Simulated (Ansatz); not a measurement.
**A convergence test on LaVO4 (P2_1/c): k mesh of the density**

How far can the k mesh of the density be lowered for the gap of LaVO4 (P2_1/c)?

Calculated with Ansatz 0.2.0; DFT, r2SCAN, plane waves, PAW.

### Step 1. The starting structure

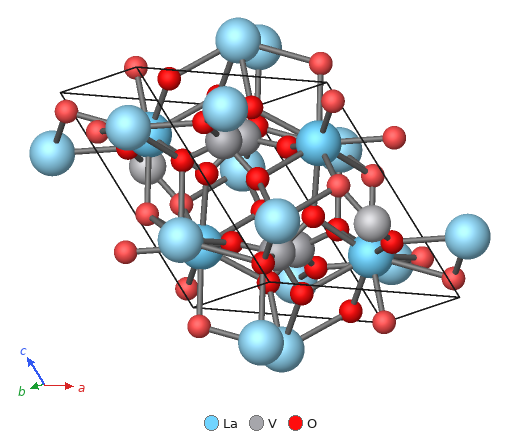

The cell as given, from a free direction (lanthanum blue, vanadium grey, oxygen red). Some periodic images of atoms are drawn too.

The cell and positions come from the Crystallography Open Database and are kept as given unless a step says otherwise. Spin-orbit coupling is left out unless a step names it. The default PAW set here is soft_2. Its files were made with PBE.

### Step 2. k mesh of the density: 2×2×2

Input file input.yaml:

```yaml
crystal:
  lattice:
    - [6.725, 0.0, 0.0]
    - [0.0, 7.2827, 0.0]
    - [-4.9123006198, 0.0, 6.8121466218]
  atoms:
    - { symbol: La, position: [0.827399, 0.157198, 0.723776] }
    - { symbol: La, position: [0.172601, 0.657198, 0.776224] }
    - { symbol: La, position: [0.172601, 0.842802, 0.276224] }
    - { symbol: La, position: [0.827399, 0.342802, 0.223776] }
    - { symbol: V, position: [0.31429, 0.16481, 0.69917] }
    - { symbol: V, position: [0.68571, 0.66481, 0.80083] }
    - { symbol: V, position: [0.68571, 0.83519, 0.30083] }
    - { symbol: V, position: [0.31429, 0.33519, 0.19917] }
    - { symbol: O, position: [0.8171, 0.4979, 0.7446] }
    - { symbol: O, position: [0.1829, 0.9979, 0.7554] }
    - { symbol: O, position: [0.1829, 0.5021, 0.2554] }
    - { symbol: O, position: [0.8171, 0.0021, 0.2446] }
    - { symbol: O, position: [0.6098, 0.2795, 0.3821] }
    - { symbol: O, position: [0.3902, 0.7795, 0.1179] }
    - { symbol: O, position: [0.3902, 0.7205, 0.6179] }
    - { symbol: O, position: [0.6098, 0.2205, 0.8821] }
    - { symbol: O, position: [0.6587, 0.895, 0.4829] }
    - { symbol: O, position: [0.3413, 0.395, 0.0171] }
    - { symbol: O, position: [0.3413, 0.105, 0.5171] }
    - { symbol: O, position: [0.6587, 0.605, 0.9829] }
    - { symbol: O, position: [0.8898, 0.8436, 0.8857] }
    - { symbol: O, position: [0.1102, 0.3436, 0.6143] }
    - { symbol: O, position: [0.1102, 0.1564, 0.1143] }
    - { symbol: O, position: [0.8898, 0.6564, 0.3857] }
kpoints:
  mp_grid: { grid: [2, 2, 2] }
  band_path:
    path:
      - [0.0, 0.0, 0.0]
      - [0.0, 0.5, 0.0]
      - [0.0, 0.5, 0.5]
      - [0.0, 0.0, 0.5]
      - [-0.5, 0.0, 0.5]
      - [-0.5, 0.5, 0.5]
      - [-0.5, 0.5, 0.0]
      - [-0.5, 0.0, 0.0]
      - [-0.5, 0.35, 0.0]
      - [-0.5, 0.1, 0.0]
    npoints: 1
hamiltonian:
  xc: r2scan
scf:
  occupations: { method: fixed }
  n_extra_bands: 12
output:
  eigenvalues: true
  forces: true
  stress: true
```

Started as:

```
> ansatz run input.yaml --threads 24 --pin off --max-ram 82944MiB --backend cuda --events-out ev --progress --plain --runs-dir out --devices 1 --max-vram 78GiB
```

Numbers of over 12 decimals in the logs are rounded to 6 here.

What it wrote:

```text
scf.n_extra_bands = 12 over 96 filled bands (N_el = 192.0): the run solves 108 bands
GPUs: using 1 of 1 available (devices: 1).
Engine: ansatz 0.2.0, aarch64-unknown-linux-gnu
Pseudopotentials: kind: paw
Pseudopotential: La, paw, valence charge 11, recommended cutoff 500 eV (meta_gga), La.paw.azcp
Pseudopotential: V, paw, valence charge 13, recommended cutoff 500 eV (meta_gga), V.paw.azcp
Pseudopotential: O, paw, valence charge 6, recommended cutoff 500 eV (meta_gga), O.paw.azcp
Functional definition: r2SCAN
  parameter k0 = 0.174
  parameter k1 = 0.065
  parameter a1 = 4.9479
  exchange = r2scan_x(k0 = k0, k1 = k1, a1 = a1)
  correlation = r2scan_c
[...]
Crystal: 24 atoms, lattice volume = 333.633 Å³
Basis set: ecut = 500 eV, 8465 PW (Γ), exchange–correlation on 200×216×256 points (64 copies of the dense FFT grid, shifted against one another)
Bands: 108, of which v1, the nominal top of the filled ones, is band 96 counted from 1 (95 counted from 0)
Symmetry: 4 space group operations
Space group: P21/c (ITA 14), of the structure as read, at distance tolerance 6.9e-5 Å
k-points: 8
Non-local potential: La, projectors of the file, l = 0: 3, l = 1: 2, l = 2: 2, l = 3: 3
Non-local potential: V, projectors of the file, l = 0: 3, l = 1: 2, l = 2: 3, l = 3: 1
Non-local potential: O, projectors of the file, l = 0: 2, l = 1: 2, l = 2: 1
PAW form: soft (Blöchl's): semilocal exchange-correlation on the pseudo side does not see the compensation charge
PAW frozen core: La, regenerated for the run's functional (the file was generated under x = pbe(κ = 0.804, μ = 0.219515), c = pbe(β = 0.066725))
PAW frozen core: V, regenerated for the run's functional (the file was generated under x = pbe(κ = 0.804, μ = 0.219515), c = pbe(β = 0.066725))
PAW frozen core: O, regenerated for the run's functional (the file was generated under x = pbe(κ = 0.804, μ = 0.219515), c = pbe(β = 0.066725))
PAW one-centre angular grid: La, 974 points (default); XC on 160 Gauss nodes
PAW one-centre angular grid: V, 590 points (default); XC on 160 Gauss nodes
PAW one-centre angular grid: O, 302 points (default); XC on 160 Gauss nodes
Initial density: superposition of atomic densities (neutral atoms: chi_scale 0, normalization atom), corrected by the library's trained network
Initial wavefunctions: pseudopotential atomic-orbital guess
[...]
Functional: x = r2scan, c = r2scan; τ floored in thin density (d = 2e-4 eV/Å³)
SCF iter   1: F=—  HF=-45861.123773 eV  |F-HF|=—  |Δ(HF+E_count)|=         —  Δρ=2.32e-2  dr2=2.15e0  dr2_τ=1.44e0  ethr=1.77e-3  ⟨swp⟩=4.6  Hψ=2988  notcnv=0  defer=44
preconditioner: auto → Resta (q_TF=auto, 2.488 Å⁻¹)  ε∞=5.5  [insulator: Δε(μ)=4.343 eV  Ē_g=11.834 eV  n_scr=82 (ndim 8)  ℏωp=25.1 eV  f_vac=0.045  ε∞_Penn≈5.5]
SCF iter   2: F=—  HF=-45861.541658 eV  |F-HF|=—  |Δ(HF+E_count)|=   4.18e-1  Δρ=2.19e-2  dr2=1.67e0  dr2_τ=1.76e-1  ethr=1.12e-3  ⟨swp⟩=3.0  Hψ=1857  notcnv=0  defer=64
SCF iter   3: F=—  HF=-45861.339685 eV  |F-HF|=—  |Δ(HF+E_count)|=   2.02e-1  Δρ=4.48e-3  dr2=6.22e-2  dr2_τ=2.99e-3  ethr=8.70e-4  ⟨swp⟩=2.9  Hψ=1297  notcnv=0  defer=61
SCF iter   4: F=—  HF=-45861.329904 eV  |F-HF|=—  |Δ(HF+E_count)|=   9.78e-3  Δρ=1.93e-3  dr2=1.35e-2  dr2_τ=9.12e-4  ethr=3.24e-5  ⟨swp⟩=3.1  Hψ=1538  notcnv=0  defer=80
SCF iter   5: F=—  HF=-45861.329195 eV  |F-HF|=—  |Δ(HF+E_count)|=   7.09e-4  Δρ=6.03e-4  dr2=1.18e-3  dr2_τ=1.35e-4  ethr=7.01e-6  ⟨swp⟩=2.4  Hψ=1237  notcnv=0  defer=80
SCF iter   6: F=—  HF=-45861.327605 eV  |F-HF|=—  |Δ(HF+E_count)|=   1.59e-3  Δρ=2.72e-4  dr2=3.24e-4  dr2_τ=1.40e-5  ethr=6.16e-7  ⟨swp⟩=2.0  Hψ=1232  notcnv=0  defer=80
[...]
SCF iter   9: F=—  HF=-45861.328708 eV  |F-HF|=—  |Δ(HF+E_count)|=   2.01e-7  Δρ=1.78e-5  dr2=1.13e-6  dr2_τ=1.36e-7  ethr=1.84e-9  ⟨swp⟩=2.0  Hψ=1417  notcnv=0  defer=46
SCF iter  10: F=—  HF=-45861.328708 eV  |F-HF|=—  |Δ(HF+E_count)|=   7.30e-8  Δρ=6.35e-6  dr2=1.85e-7  dr2_τ=8.82e-9  ethr=5.90e-10  ⟨swp⟩=2.0  Hψ=1193  notcnv=0  defer=46
SCF iter  11: F=-45861.328708 eV  HF=-45861.328708 eV  |F-HF|=6.17e-9  |Δ(HF+E_count)|=   2.36e-8  Δρ=1.79e-6  dr2=1.44e-8  dr2_τ=4.65e-10  ethr=5.21e-11  ⟨swp⟩=18.1  Hψ=3771  notcnv=0
SCF 1 converged in 11 iterations: F = -45861.328708 eV  dr2 = 1.44e-8
[...]
SCF converged after 11 iterations
[...]
atom  21  O     -0.09396058    -0.09210675    -0.03270377
  atom  22  O      0.09396058    -0.09210675     0.03270377
  atom  23  O      0.09396058     0.09210675     0.03270377
  atom  24  O     -0.09396058     0.09210675    -0.03270377
  max |Σ_I F_I| component: 4.16e-17 eV/Å
--- Stress (GPa, compression-positive) ---
       -0.508042       0.000000       0.140759
        0.000000      -0.120444       0.000000
        0.140764       0.000000      -0.370996
  P = ⅓ Tr σ = -0.3332 GPa (-3.332 kbar)
--- Band table (eV; the first three rows and the last of 8) ---
  k-point 0: bands = ["-59.0165", "-59.0164", "-59.0163", "-59.0163", "-31.9160", "-31.9158", "-31.9151", "-31.9146", "-31.8283", "-31.8274", "-31.8262", "-31.8260", "-31.7857", "-31.7852", "-31.7838", "-31.7834", "-23.7401", "-23.6972", "-23.6866", "-23.6856", "-10.7765", "-10.7551", "-10.7464", "-10.7301", "-10.5856", "-10.3761", "-10.3507", "-10.2855", "-10.2490", "-10.1907", "-10.1804", "-10.0753", "-10.0224", "- [...]
  k-point 1: bands = ["-59.0164", "-59.0164", "-59.0163", "-59.0163", "-31.9156", "-31.9156", "-31.9152", "-31.9152", "-31.8272", "-31.8272", "-31.8268", "-31.8268", "-31.7854", "-31.7854", "-31.7836", "-31.7836", "-23.7184", "-23.7184", "-23.6860", "-23.6860", "-10.8520", "-10.8520", "-10.7665", "-10.7665", "-10.4391", "-10.4391", "-10.3185", "-10.3185", "-10.2441", "-10.2441", "-10.1493", "-10.1493", "-10.0123", "- [...]
  k-point 2: bands = ["-59.0164", "-59.0164", "-59.0163", "-59.0163", "-31.9159", "-31.9159", "-31.9148", "-31.9148", "-31.8279", "-31.8279", "-31.8261", "-31.8261", "-31.7847", "-31.7847", "-31.7844", "-31.7844", "-23.7173", "-23.7173", "-23.6873", "-23.6873", "-10.8470", "-10.8470", "-10.6951", "-10.6951", "-10.5508", "-10.5508", "-10.3906", "-10.3906", "-10.2475", "-10.2475", "-10.0022", "-10.0022", "-9.9374", "-9 [...]
  k-point 7: bands = ["-59.0164", "-59.0164", "-59.0164", "-59.0164", "-31.9156", "-31.9156", "-31.9155", "-31.9155", "-31.8272", "-31.8272", "-31.8267", "-31.8267", "-31.7847", "-31.7847", "-31.7844", "-31.7844", "-23.7107", "-23.7107", "-23.6910", "-23.6910", "-10.9936", "-10.9936", "-10.8436", "-10.8436", "-10.5628", "-10.5628", "-10.2603", "-10.2603", "-10.1014", "-10.1014", "-10.0062", "-10.0062", "-9.9233", "-9 [...]
```

The job ended after 1.8 s (1 × NVIDIA GB200 (shared by 2 runs) with 24 threads of Arm Neoverse V2, shared host; peak memory 1.6 GiB; 7.6 s of CPU time).

This step gave:

```
pressure             : -0.3332 GPa
gap                  : 3.913 eV
valence top at       : Y_2
conduction bottom at : k = (-0.500, 0.350, 0.000)
least direct gap     : 3.996 eV
```

The gap is indirect, with the least direct gap 0.08 eV higher.

### Step 3. k mesh of the density: 4×4×4 (the default)

input.yaml: that of step 2 with these lines changed.

```diff
@@ -31,3 +31,3 @@
 kpoints:
-  mp_grid: { grid: [2, 2, 2] }
+  mp_grid: { grid: [4, 4, 4] }
   band_path:
@@ -38,9 +38,10 @@
       - [0.0, 0.0, 0.5]
+      - [0.0, 0.0, 0.0]
       - [-0.5, 0.0, 0.5]
       - [-0.5, 0.5, 0.5]
+      - [0.0, 0.5, 0.0]
       - [-0.5, 0.5, 0.0]
       - [-0.5, 0.0, 0.0]
-      - [-0.5, 0.35, 0.0]
-      - [-0.5, 0.1, 0.0]
-    npoints: 1
+      - [0.0, 0.0, 0.0]
+    npoints: 10
 hamiltonian:
@@ -48,3 +49,3 @@
 scf:
-  occupations: { method: fixed }
+  occupations: { method: fermi_dirac, width: 0.02 }
   n_extra_bands: 12
```

What it wrote:

```text
[...]
GPUs: using 1 of 1 available (devices: 1).
[...]
Crystal: 24 atoms, lattice volume = 333.633 Å³
Basis set: ecut = 500 eV, 8465 PW (Γ), exchange–correlation on 200×216×256 points (64 copies of the dense FFT grid, shifted against one another)
Bands: 108, of which v1, the nominal top of the filled ones, is band 96 counted from 1 (95 counted from 0)
Symmetry: 4 space group operations
[...]
k-points: 30 of 64
[...]
atom  21  O     -0.09444143    -0.09099480    -0.03138318
  atom  22  O      0.09444143    -0.09099480     0.03138318
  atom  23  O      0.09444143     0.09099480     0.03138318
  atom  24  O     -0.09444143     0.09099480    -0.03138318
  max |Σ_I F_I| component: 5.55e-17 eV/Å
--- Stress (GPa, compression-positive) ---
       -0.520848       0.000000       0.139934
        0.000000      -0.123224       0.000000
        0.139939       0.000000      -0.382110
  P = ⅓ Tr σ = -0.3421 GPa (-3.421 kbar)
--- Band table (eV; the first three rows and the last of 30) ---
[...]
[key lines of the parts left out:]
SCF converged after 11 iterations
```

Elapsed: 5.5 s, on 1 × NVIDIA GB200 (shared by 2 runs) with 24 threads; peak memory 1.7 GiB.

Numbers from this step:

| Property | Result |
| --- | --- |
| pressure | -0.3421 GPa |
| gap | 3.913 eV |
| valence top at | Y_2 |
| conduction bottom at | k = (-0.500, 0.350, 0.000) |
| least direct gap | 3.997 eV |

The gap is 3.913 eV, as in the run before at this level.

### Step 4. k mesh of the density: 6×6×6

input.yaml: that of step 3 with these lines changed.

```diff
@@ -31,3 +31,3 @@
 kpoints:
-  mp_grid: { grid: [4, 4, 4] }
+  mp_grid: { grid: [6, 6, 6] }
   band_path:
@@ -38,10 +38,9 @@
       - [0.0, 0.0, 0.5]
-      - [0.0, 0.0, 0.0]
       - [-0.5, 0.0, 0.5]
       - [-0.5, 0.5, 0.5]
-      - [0.0, 0.5, 0.0]
       - [-0.5, 0.5, 0.0]
       - [-0.5, 0.0, 0.0]
-      - [0.0, 0.0, 0.0]
-    npoints: 10
+      - [-0.5, 0.35, 0.0]
+      - [-0.5, 0.1, 0.0]
+    npoints: 1
 hamiltonian:
@@ -49,3 +48,3 @@
 scf:
-  occupations: { method: fermi_dirac, width: 0.02 }
+  occupations: { method: fixed }
   n_extra_bands: 12
```

What it wrote:

```text
[...]
GPUs: using 1 of 1 available (devices: 1).
[...]
concurrent solve slots: 20 of 24 are kept, ahead of what memory takes: no pass of the eigensolver takes more rounds on 20
[...]
Crystal: 24 atoms, lattice volume = 333.633 Å³
Basis set: ecut = 500 eV, 8465 PW (Γ), exchange–correlation on 200×216×256 points (64 copies of the dense FFT grid, shifted against one another)
[...]
atom  21  O     -0.09444490    -0.09099920    -0.03138771
  atom  22  O      0.09444490    -0.09099920     0.03138771
  atom  23  O      0.09444490     0.09099920     0.03138771
  atom  24  O     -0.09444490     0.09099920    -0.03138771
  max |Σ_I F_I| component: 2.78e-17 eV/Å
--- Stress (GPa, compression-positive) ---
       -0.521077       0.000000       0.139930
        0.000000      -0.123309       0.000000
        0.139935       0.000000      -0.381970
  P = ⅓ Tr σ = -0.3421 GPa (-3.421 kbar)
--- Band table (eV; the first three rows and the last of 80) ---
[...]
[key lines of the parts left out:]
SCF converged after 11 iterations
```

Run time: 5.1 s. Hardware: 1 × NVIDIA GB200 (shared by 2 runs) with 24 threads; peak memory 1.4 GiB.

Numbers from this step:

| Quantity | Value |
| --- | --- |
| pressure | -0.3421 GPa |
| gap | 3.913 eV |
| valence top at | Y_2 |
| conduction bottom at | k = (-0.500, 0.350, 0.000) |
| least direct gap | 3.997 eV |

The gap is 3.913 eV, as in the run before at this level.

### Step 5. The series

Differences are against the last row; a negative gap means that bands overlap, and a run with a band path holds that path's time. Times are wall times on 1 × NVIDIA GB200 (shared by 2 runs) with 24 threads of Arm Neoverse V2, shared host, good to a factor of about two.

```
k mesh of the density  gap (eV)  direct gap (eV)  gap error (eV)  energy error (meV/atom)  irreducible k   time
                2×2×2     3.913            3.996         −0.0004                     +0.2              8  1.8 s
                4×4×4     3.913            3.997          +0.000                     +0.0             30  5.5 s
                6×6×6     3.913            3.997          +0.000                     +0.0             80  5.1 s
```

### Step 6. Summary of results

| Item | Value |
| --- | --- |
| 2×2×2 | 3.913 eV |
| 4×4×4 | 3.913 eV |
| 6×6×6 | 3.913 eV |

**Reading.** The gap holds to 0.02 eV from 2×2×2 on, the cheapest setting tried. At 2×2×2 the gap is off by −0.0004 eV and the energy by +0 meV/atom. The gap is read over the mesh and added points near the edges, so meshes differ mainly through the density and, for a hybrid, the exchange operator. The runs have no spin polarisation. For a closed low-spin shell that is the natural state; where a d or f shell is open it is a constraint, and the gap is then not the crystal's own.

[Paths, hosts, dates, memory and timing lines, banners, echoed tables and standing remarks are left out of the program output.]

[Logs are printed without paths, hosts, clocks, repeated set-up lines and the standing remarks that a program may print on its own settings, such as how far it seeks lower states.]

[Runs of the session that timed out or met a known fault of the program may be left out.]

[Cells called generated may have been cut or substituted from an entry of the Crystallography Open Database or the Materials Project.]

[Hosts, paths, dates, database ids (printed as entryN), source tags and the programs' standing remarks are cut or masked in the printed files.]
